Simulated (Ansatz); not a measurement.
**CH₃FSSi: basis-set convergence**

Aim: see how fast density functionals converge with the basis set for CH₃FSSi.

Computed with Ansatz 0.2.0, Gaussian basis. Level: one geometry, several basis sets.

The runs, in order: PBE0-D4/def2-SVP; ωB97M-V/def2-SVP; PBE0-D4/def2-QZVPP; ωB97M-V/def2-QZVPP; the functionals' def2-TZVPP values are taken from earlier runs.

### Step 1. The relaxed structure

The geometry comes from an earlier relaxation with PBE0-D4 in a triple-zeta def2 set; it is a stationary point, not always the lowest conformer.

SMILES `F[SiH2]C=S`, 7 atoms, charge 0, spin multiplicity 1.

Atoms are counted from 1 here; the program's logs count them from 0.

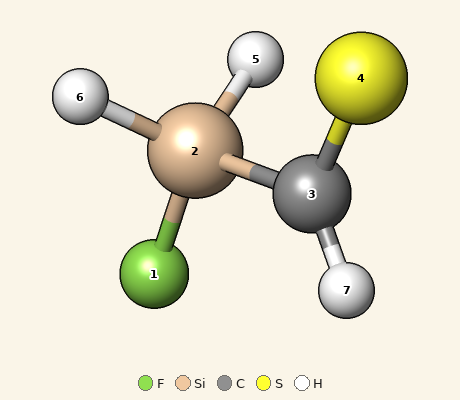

The geometry (fluorine green, silicon light orange, carbon grey, sulfur yellow, hydrogen white); atoms are numbered from 1 in the order of the file.

### Step 2. PBE0-D4 in def2-SVP

in.yaml

```yaml
crystal:
  periodic: [false, false, false]
  atoms:
    - {symbol: F, position_ang: [-1.781259, 0.984173, 0.055522]}
    - {symbol: Si, position_ang: [-0.201360, 0.735220, -0.021473]}
    - {symbol: C, position_ang: [0.174891, -1.097850, 0.022746]}
    - {symbol: S, position_ang: [1.734896, -1.495497, -0.043998]}
    - {symbol: H, position_ang: [0.296885, 1.296102, -1.296439]}
    - {symbol: H, position_ang: [0.429961, 1.382630, 1.149227]}
    - {symbol: H, position_ang: [-0.592714, -1.872780, 0.088815]}
basis:
  gaussian: {orbitals: def2-SVP}
hamiltonian: {xc: pbe0, dispersion: d4}
output: {orbitals: {seedname: orbitals}}
```

Run with:

```sh
$ ansatz run in.yaml --threads 2 --pin off --events-out ev --progress --plain --max-ram 4352MiB
```

Further steps of the session: ωB97M-V in def2-SVP; PBE0-D4 in def2-QZVPP; ωB97M-V in def2-QZVPP.

**Question.** What will the summary of the whole plan be? Wanted: PBE0-D4: double and triple zeta above quadruple; ωB97M-V: double and triple zeta above quadruple.

As calculated:

| quantity | value |
| --- | --- |
| PBE0-D4: double and triple zeta above quadruple | 12.16, 0.82 eV |
| ωB97M-V: double and triple zeta above quadruple | 12.21, 0.77 eV |

What this shows: For PBE0-D4 the step from double to triple zeta gains 11.34 eV and the next only 0.82 eV. Total energies overstate the basis error of differences, where much of it tends to cancel.
